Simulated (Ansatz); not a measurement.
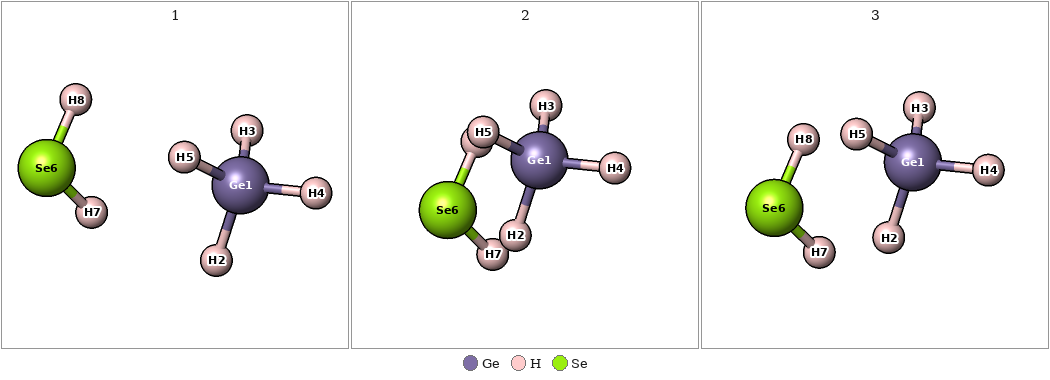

The pair GeH₄···H₂Se. The first coordinate is: separation of Ge1 and Se6 along their line in the relaxed pair; the second: sideways slip of Se6, H7, H8. Nothing is relaxed (both partners rigid). The grid has 9 × 9 points. Points are written as (first, second). Energies: meV, counted from the lowest grid point. Theory: Ansatz, RKS B3LYP-D4/def2-TZVPD.

The numbered pictures are structures from this grid.

**Which is the most stable, and how do the others follow?**

1, at (4.078 Å, 0.00 Å): 0.0 meV; 2, at (3.419 Å, −3.00 Å): 28.4 meV; 3, at (4.405 Å, −3.00 Å): 42.4 meV.

The map, with the structures marked:

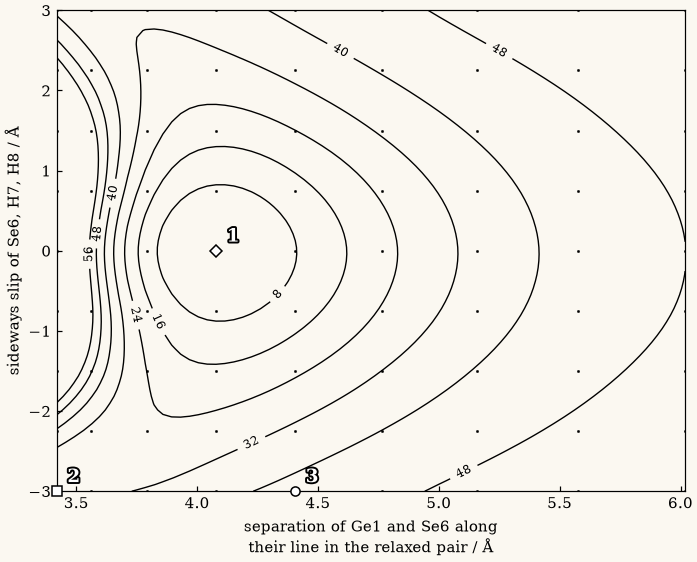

The picture shows contour lines labelled in meV (none above 56), dots at the grid points. Between grid points the surface is interpolated.
